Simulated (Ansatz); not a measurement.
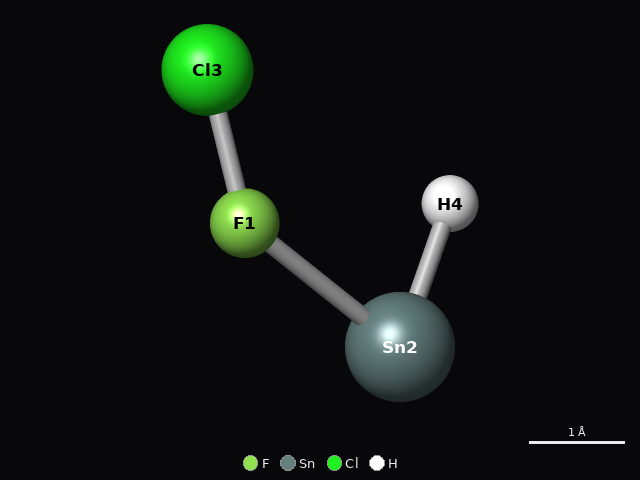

Atoms carry their numbers in the input. The species has charge +1 and is a spin singlet. The computed structure is the end point of a PBE0-D4/def2-TZVP optimisation. No frequency run is at hand to confirm it as a minimum.

List the bonds and their lengths.

```tsv
bond	length (Å)
F1–Sn2	2.389
F1–Cl3	1.664
Sn2–H4	1.760
```
